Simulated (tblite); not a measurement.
**Molecular dynamics, with input and output: C5H8O2 (part 1 of 2)**

- system: C5H8O2, SMILES O=C1CCCCO1
- method: GFN2-xTB Langevin dynamics, gas phase (tblite 0.8.0)

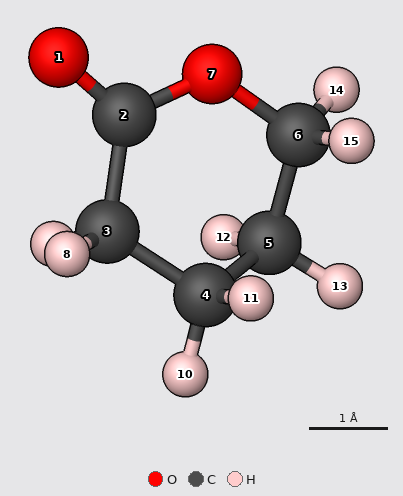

**Figure 1.** The structure as given in the input (ball-and-stick view, seen at a tilt; atoms are numbered from 1 in the order of the input). Bond lengths as drawn: C–C 1.52 Å, C–H 1.09 to 1.10 Å and C–O 1.20 to 1.42 Å.

### Input file
```
{"job": {"dt": 1.5, "steps": 5000, "equilibration": 400, "friction": 0.005, "h_mass": 4.0, "temperature": 900, "xc": "GFN2-xTB", "basis": "xTB", "kind": "md"}, "charge": 0, "multiplicity": 1}
O      2.130353    -1.861705     0.352637
C      1.182091    -1.136060     0.214591
C      1.351339     0.339907    -0.102201
C      0.098787     1.183623     0.100548
C     -1.084755     0.430458    -0.493313
C     -1.230229    -0.881058     0.261888
O     -0.044135    -1.664265     0.285706
H      2.188352     0.707022     0.493531
H      1.663864     0.380708    -1.150527
H      0.222772     2.156531    -0.377308
H     -0.072814     1.352032     1.166188
H     -0.906075     0.233604    -1.552268
H     -2.008700     1.000372    -0.397835
H     -1.988429    -1.525871    -0.191413
H     -1.520076    -0.683339     1.302128
```

The first line tells a small driver script what to run in tblite; the rest is the geometry in Å.

Launched with:
```bash
OMP_NUM_THREADS=1 python <driver script> task.json out
```

### What the program printed
```
t/fs     T/K   E - E0/eV
     0.0    566.2     0.0000
   337.5    741.2     1.8854
   675.0   1080.2     1.8646
  1012.5    789.7     1.6588
  1350.0    887.0     2.0554
  1687.5    884.2     1.2338
  2025.0    991.0     2.0917
  2362.5    953.9     1.8041
  2700.0    617.9     1.7751
  3037.5    923.6     1.5128
  3375.0   1120.2     1.3068
  3712.5   1045.0     1.0415
  4050.0   1185.9     1.2193
  4387.5    896.3     1.3162
  4725.0   1097.4     1.4731
  5062.5    937.6     1.8867
  5400.0    641.9     1.5217
  5737.5    872.8     0.8700
  6075.0    652.8     1.3621
  6412.5    769.7     1.5512
  6750.0    819.8     2.2046
  7087.5    954.8     1.7175
  7425.0   1178.6     1.7846
  7762.5    812.8     2.0940
  8100.0   1000.1     1.9583
```

### Trajectory as extended XYZ (Å, eV, eV/Å), 25 frames, from step=0 to step=5400
```
15
Properties=species:S:1:pos:R:3:forces:R:3 step=0 time_fs=0.0 energy=-624.01037 temperature=566.2
O     2.1304   -1.8617    0.3526    0.0010  -0.0030  -0.0010
C     1.1821   -1.1361    0.2146    0.0010   0.0020   0.0020
C     1.3513    0.3399   -0.1022    0.0030  -0.0010   0.0000
C     0.0988    1.1836    0.1005    0.0030  -0.0010   0.0000
C    -1.0848    0.4305   -0.4933    0.0000   0.0000   0.0000
C    -1.2302   -0.8811    0.2619    0.0030  -0.0010   0.0010
O    -0.0441   -1.6643    0.2857    0.0020   0.0000  -0.0010
H     2.1884    0.7070    0.4935   -0.0020   0.0000  -0.0020
H     1.6639    0.3807   -1.1505   -0.0010   0.0000   0.0020
H     0.2228    2.1565   -0.3773    0.0010   0.0020   0.0020
H    -0.0728    1.3520    1.1662   -0.0030   0.0000  -0.0010
H    -0.9061    0.2336   -1.5523   -0.0020  -0.0020  -0.0020
H    -2.0087    1.0004   -0.3978   -0.0040   0.0010  -0.0010
H    -1.9884   -1.5259   -0.1914    0.0010   0.0020   0.0000
H    -1.5201   -0.6833    1.3021   -0.0010   0.0010   0.0000
15
Properties=species:S:1:pos:R:3:forces:R:3 step=225 time_fs=337.5 energy=-622.12501 temperature=741.2
O     0.9783   -2.5710    1.5193    2.0960  -2.1340   1.7540
C     0.1952   -2.0852    0.8217   -2.3590   4.7210  -2.3550
C     0.6221   -0.6153    0.0942   -1.3900   0.2210  -0.5700
C    -0.7367    0.2146   -0.2271    1.6040  -1.0070   2.1220
C    -1.6466   -0.6845   -0.9162   -3.0700  -0.8820  -2.4530
C    -2.1470   -1.9086    0.0120    0.6330   1.6900  -0.6620
O    -1.1147   -2.4729    0.7946    1.2900   0.3940   0.4730
H     1.1551    0.0724    0.8195   -0.2520  -1.4280  -0.6060
H     1.2888   -0.7499   -0.8517   -1.2770  -0.0120   1.6560
H    -0.6014    1.1812   -0.6794    0.3770   0.1190  -0.2570
H    -1.2067    0.3163    0.7426    0.1730   0.7830   0.6330
H    -1.1229   -0.9398   -1.8965   -0.6490  -0.8220   1.2100
H    -2.6533   -0.2282   -1.3531    1.7290  -0.3750   1.1940
H    -2.3086   -2.6106   -0.7343   -0.8980  -1.8570  -1.3670
H    -3.1377   -1.8360    0.6272    1.9920   0.5900  -0.7720
15
Properties=species:S:1:pos:R:3:forces:R:3 step=450 time_fs=675.0 energy=-622.14575 temperature=1080.2
O    -0.2666    0.0790    1.8859    0.4780   0.3650   0.1340
C    -0.8044    0.2714    0.8240    4.1010   1.2340  -0.1920
C    -0.1571    0.8876   -0.4315    2.3890  -0.6850   2.5010
C    -1.1297    0.7630   -1.5516    1.8980  -0.6240  -1.7090
C    -1.9674   -0.5003   -1.7393    1.2830  -0.1640   0.3290
C    -2.6473   -0.5812   -0.4175   -3.0930   0.7120   0.0560
O    -2.0201    0.0184    0.6767   -3.7030  -0.8620   0.6820
H     0.3439    1.8608   -0.2611   -1.9450   0.8500   0.2470
H     0.9113    0.5492   -0.5485   -1.0090  -1.7870  -0.5310
H    -0.4082    0.9050   -2.3413   -0.7570   0.4630  -1.3850
H    -1.8881    1.4624   -1.4336   -0.8810   1.9980  -0.2310
H    -1.4298   -1.4249   -1.7706    1.0040  -0.4070  -0.7200
H    -2.5999   -0.4311   -2.6360    0.0620   0.1110   0.5990
H    -2.7535   -1.6350   -0.1008   -0.8100   0.3480  -0.1890
H    -3.6311    0.0515   -0.5072    0.9830  -1.5520   0.4080
15
Properties=species:S:1:pos:R:3:forces:R:3 step=675 time_fs=1012.5 energy=-622.35159 temperature=789.7
O    -0.7155    1.1292    0.6253   -1.5310  -1.3710  -2.9860
C    -1.4229    0.5910   -0.2553    0.4860   0.6060   3.4960
C    -0.9596    0.1145   -1.6265   -2.2470   1.5580   0.0800
C    -2.3171    0.4891   -2.5661    3.1950  -6.2160   2.3970
C    -3.2824   -0.6707   -2.0700   -2.4970   2.8280   0.1940
C    -3.6499   -0.3754   -0.5427   -0.4500  -1.3650   0.1920
O    -2.7524    0.4267    0.1495    2.2430   0.9790  -0.9840
H    -0.0539    0.6688   -1.8353   -0.0620   0.4730  -0.3840
H    -0.6458   -0.9248   -1.6642   -0.6240  -0.1270   0.0440
H    -1.9593    0.3198   -3.5368   -0.0560  -0.0730  -1.4680
H    -2.5631    1.4348   -2.3566   -1.2570   3.0780   0.6920
H    -2.8877   -1.6796   -2.0888    0.0540   0.2940  -0.6620
H    -4.3220   -0.5355   -2.6565    2.2320  -0.7440   1.0050
H    -3.5344   -1.3783    0.0763   -1.0960   1.3340  -1.2620
H    -4.6793    0.1613   -0.3864    1.6100  -1.2540  -0.3550
15
Properties=species:S:1:pos:R:3:forces:R:3 step=900 time_fs=1350.0 energy=-621.95499 temperature=887.0
O    -1.9563    1.0156    0.6417   -0.6230  -0.2360   0.8010
C    -2.6424    0.5221   -0.1900    0.7800  -0.2080  -4.7390
C    -2.1881    0.6232   -1.7525    0.2630   1.2040  -1.3680
C    -3.0785   -0.0262   -2.8279   -1.1970  -4.0890   0.0800
C    -4.0176   -1.3062   -2.3212    1.6780   0.6660   3.3470
C    -4.6275   -0.7033   -0.9858   -2.6290   1.1700  -2.5970
O    -3.6317   -0.3529   -0.1192    0.2250  -0.0280   3.3580
H    -2.0095    1.6525   -2.2804   -0.4020  -1.0660   1.8050
H    -1.1875    0.2055   -1.8254    0.1150  -0.3770   0.4970
H    -2.5430   -0.5883   -3.7322   -0.7310   2.0720   1.6090
H    -3.8656    0.6928   -3.0391    0.3120  -0.0610  -0.9310
H    -3.5052   -2.2426   -1.8512   -0.1080   1.5050  -1.4960
H    -4.7376   -1.6229   -3.0457   -0.2200   0.1740  -0.2530
H    -5.4584   -1.2880   -0.4168    1.7270   0.3860  -0.8150
H    -5.2193    0.2501   -1.3471    0.8120  -1.1110   0.7030
15
Properties=species:S:1:pos:R:3:forces:R:3 step=1125 time_fs=1687.5 energy=-622.77653 temperature=884.2
O    -4.1696    2.1737   -0.4004    1.3840   0.3650   0.4370
C    -3.9583    1.2987   -1.1851   -0.9520   0.4640  -1.9950
C    -2.7618    0.9346   -2.0711    2.2850   1.3080   2.5560
C    -2.5450   -0.5455   -2.2151   -1.8420  -1.7410   0.8730
C    -3.8003   -1.4270   -1.6572    3.7740   0.4900   0.1800
C    -4.9258   -0.6554   -2.1356   -2.6430   0.5340   0.2550
O    -5.0522    0.6863   -1.6431   -0.7540  -1.3750   0.9550
H    -2.6934    1.4364   -3.0292   -0.8440   0.1840  -0.0410
H    -1.8460    1.3420   -1.5256   -0.8450  -0.2040  -0.4280
H    -1.6671   -0.8778   -1.7082    0.6700  -0.2050   0.0990
H    -2.5419   -0.8022   -3.2533    0.5070  -0.2010  -0.6610
H    -3.7609   -1.5067   -0.5395    0.0250  -0.2940  -1.0560
H    -3.7068   -2.3702   -2.2478   -0.3310   0.3980   1.1470
H    -5.8651   -1.1978   -1.7663    0.6100   0.9250  -1.2670
H    -4.7189   -0.4734   -3.1740   -1.0430  -0.6470  -1.0540
15
Properties=species:S:1:pos:R:3:forces:R:3 step=1350 time_fs=2025.0 energy=-621.91864 temperature=991.0
O    -5.5859    1.7460   -1.9498    0.6810  -0.7090  -0.1970
C    -5.2459    0.6201   -2.1596    0.9350  -2.9130  -0.4620
C    -3.9454   -0.2106   -2.2999    1.9990   1.5720   0.4260
C    -3.8500   -1.2456   -1.0473   -0.7700   2.1860  -3.0060
C    -5.1142   -1.9866   -1.0555   -0.9340  -5.6890  -2.5700
C    -6.0334   -1.8016   -2.3790    3.6830   1.7330   0.0190
O    -6.1266   -0.3763   -2.4128   -4.1420   1.4970   0.1820
H    -3.9945   -0.6823   -3.3451    0.2520   0.4770   1.6310
H    -3.0197    0.4345   -2.2600   -0.7530  -0.5820  -0.1110
H    -3.7710   -0.5726   -0.2257    0.4880  -0.0440   0.8370
H    -3.0435   -1.9084   -1.2698    0.7260  -0.0180   0.3330
H    -5.8496   -1.9218   -0.3601   -1.5180   1.2480   2.6980
H    -4.8804   -3.1943   -0.9214   -0.3390   2.3900  -0.6860
H    -7.0600   -2.1946   -2.3872    0.7750   0.0340   0.0970
H    -5.3901   -1.9450   -3.3098   -1.0850  -1.1830   0.8090
15
Properties=species:S:1:pos:R:3:forces:R:3 step=1575 time_fs=2362.5 energy=-622.20623 temperature=953.9
O    -7.3134    2.4639   -3.4692    2.0550  -3.8600  -0.2840
C    -6.6577    1.3954   -3.3624   -0.8060   2.7790   1.4220
C    -5.3205    1.3370   -2.5283   -0.0430   0.4970   0.3820
C    -5.5950    0.4268   -1.2696   -1.9620   2.1170  -0.5380
C    -6.6606   -0.6156   -1.6417   -1.5170   2.1060  -1.2030
C    -6.5815   -1.0301   -3.1859    0.9050   2.4520   2.2400
O    -7.0541    0.2002   -3.8310   -0.1550  -0.4470  -0.2800
H    -4.5692    1.1807   -3.3065    0.1610  -1.3160   0.3270
H    -4.9206    2.2868   -2.1193   -1.0350   0.0470  -0.2710
H    -6.1573    1.1278   -0.5658    0.6640  -0.3760  -0.7550
H    -4.8580    0.0569   -0.5850    1.1400  -0.3420  -0.7680
H    -7.7239   -0.0886   -1.3318    2.1430  -1.6660  -1.3670
H    -6.4585   -1.3488   -0.9629   -0.1510  -2.6330   1.2920
H    -7.1110   -1.9288   -3.3922   -1.3090  -0.0040  -0.4390
H    -5.5478   -1.2959   -3.4825   -0.0890   0.6470   0.2430
15
Properties=species:S:1:pos:R:3:forces:R:3 step=1800 time_fs=2700.0 energy=-622.23531 temperature=617.9
O    -9.5392    3.7160   -4.0212    0.8070  -0.4970   0.4080
C    -8.8313    2.8515   -3.5265    0.1310   3.4130   0.4760
C    -7.7491    3.2690   -2.4440   -4.3870  -0.1750   0.4010
C    -7.1523    2.1318   -1.7392    3.3550   0.1380   1.8610
C    -7.8477    0.8889   -1.7124   -3.3460  -1.7780  -2.6340
C    -8.2140    0.5521   -3.1620   -2.0340  -0.3590  -0.1860
O    -9.0372    1.6445   -3.8513    0.8640  -3.7400   1.2080
H    -6.9211    3.7161   -2.8468    1.0610   2.1610  -1.2720
H    -8.4190    3.9029   -1.7915    1.0920  -0.1610  -0.4980
H    -7.0145    2.1613   -0.6318    0.9460   1.7300  -0.6070
H    -6.2000    1.9942   -2.3379   -0.2830  -0.4020   1.3750
H    -8.8860    0.9542   -1.3974   -0.1930   0.5860   1.2340
H    -7.3975    0.1230   -1.1238    0.5460  -0.7130  -0.1950
H    -8.8961   -0.3196   -3.0042    0.3740   0.4220  -1.2420
H    -7.4639    0.4219   -3.8947    1.0660  -0.6260  -0.3310
15
Properties=species:S:1:pos:R:3:forces:R:3 step=2025 time_fs=3037.5 energy=-622.49761 temperature=923.6
O   -10.7523    2.9718   -4.4544    3.4580  -0.4280   1.6090
C    -9.6633    2.6635   -3.8900   -1.5760   4.0890  -4.2360
C    -8.2886    3.3369   -4.2431   -1.1250   2.1080   0.6900
C    -7.0584    2.9526   -3.4295    1.7430  -0.7180  -0.1030
C    -7.3944    2.2364   -2.1230    1.0750  -5.1550  -2.1380
C    -8.4815    1.0966   -2.4963    0.3320   1.4310  -0.8310
O    -9.6345    1.7204   -3.0978   -0.6560  -3.2850   2.8440
H    -8.2573    3.2221   -5.3226    0.5740  -0.1110  -0.0180
H    -8.2792    4.4575   -4.0425   -1.0820  -1.0430  -0.6090
H    -6.4899    3.8480   -3.0372   -0.3870  -0.6600  -1.0630
H    -6.3923    2.3522   -4.1022   -0.2470   0.3610   0.7690
H    -7.8566    2.9609   -1.5930   -1.3330   1.6400   2.4230
H    -6.4764    1.6742   -1.5977   -1.9210   1.5210  -1.0780
H    -8.9922    0.6146   -1.6982    0.2930  -0.3950   1.2960
H    -8.2455    0.2950   -3.2319    0.8510   0.6460   0.4450
15
Properties=species:S:1:pos:R:3:forces:R:3 step=2250 time_fs=3375.0 energy=-622.70357 temperature=1120.2
O   -11.9786    2.7488   -5.1436    2.3250  -1.4730   1.7700
C   -11.0411    2.0640   -4.7128   -1.9800  -1.0980  -1.1410
C    -9.8330    1.7010   -5.5366    0.0700   2.1020   1.1190
C    -8.6433    2.1856   -4.6588    0.9890   0.4540   0.0390
C    -8.4477    1.3363   -3.3634   -2.6720  -0.9770  -0.3010
C    -9.8900    0.6002   -3.1524    1.1170  -0.6880  -2.6240
O   -11.0483    1.3714   -3.5445    0.4460   0.3730   0.5140
H    -9.5659    0.6612   -5.6839   -0.8210   0.0020  -0.5080
H    -9.9486    2.3796   -6.3913    0.5150  -0.7760  -0.3160
H    -8.6864    3.2495   -4.2666   -0.3540  -1.0420  -0.9920
H    -7.8869    2.1389   -5.4388    0.9980   0.0580   0.6930
H    -8.4470    2.0766   -2.5749    0.6310  -0.2690   0.4380
H    -7.7037    0.4958   -3.2055   -0.5760   1.4330  -0.7230
H    -9.9713    0.3596   -2.1320   -0.4940  -0.1230   1.2220
H    -9.8636   -0.4485   -3.7313   -0.1960   2.0240   0.8110
15
Properties=species:S:1:pos:R:3:forces:R:3 step=2475 time_fs=3712.5 energy=-622.96889 temperature=1045.0
O   -12.2793    1.1661   -6.0022   -0.4650   0.7450  -1.4850
C   -11.1435    1.0404   -5.6435   -0.4160  -2.7520  -0.2080
C   -10.0762    0.2382   -6.4274   -0.9660   0.8160  -1.5180
C    -8.6548    0.7261   -6.1284   -0.4130  -0.6590   1.5960
C    -8.5415    1.0583   -4.5402   -0.4400  -0.8200  -2.2240
C    -9.8442    0.8199   -3.7187    2.7990  -0.8850  -0.7710
O   -10.9614    1.2156   -4.3656   -1.0320   1.1620   0.5940
H   -10.3314   -0.8602   -6.4006    0.6170   1.0600   0.6970
H   -10.3276    0.4907   -7.4896    0.3020  -0.1720   0.4660
H    -8.4654    1.6314   -6.6532   -0.0820   0.8150  -0.4620
H    -7.8871    0.0099   -6.5202   -0.6280   0.3510   0.8200
H    -8.1643    2.0555   -4.3954    0.0270   0.3050  -0.0860
H    -7.8238    0.3436   -4.2607    1.0510  -0.5990   1.0480
H    -9.7652    1.5122   -2.9058    0.0040  -0.3310   1.2070
H    -9.8462   -0.2860   -3.5009   -0.3590   0.9630   0.3250
15
Properties=species:S:1:pos:R:3:forces:R:3 step=2700 time_fs=4050.0 energy=-622.79105 temperature=1185.9
O   -10.9813   -1.0268   -6.5273   -0.0400  -0.8930  -0.6480
C   -10.2989   -0.0749   -6.3021   -2.4250   0.5990   2.0860
C    -8.9398    0.1312   -6.5890    3.9760   3.2180  -1.8730
C    -8.2578    1.5017   -6.0221    0.4270  -1.4170  -0.3100
C    -8.9352    1.8836   -4.7300   -0.5110   0.6230   2.2330
C   -10.5231    2.0842   -4.9473    3.2790  -1.6940  -1.3010
O   -10.9564    0.9225   -5.6630   -1.5800   0.5780   0.3460
H    -8.1909   -0.5880   -6.4055    0.0980  -1.4910   0.7440
H    -8.8650    0.2060   -7.7008   -0.1960   0.1100   0.2900
H    -8.3702    2.3268   -6.7445    0.2250  -0.4640   0.1680
H    -7.1305    1.2321   -5.8529   -1.9540   0.8270  -0.3380
H    -8.6526    2.8863   -4.3105    0.3570  -0.7860  -0.5470
H    -8.6028    1.1156   -3.8932   -1.2680   1.2100  -1.5290
H   -10.6913    2.9962   -5.5357    0.0610  -0.2770  -0.0650
H   -11.0488    2.1425   -4.0271   -0.4500  -0.1420   0.7450
```
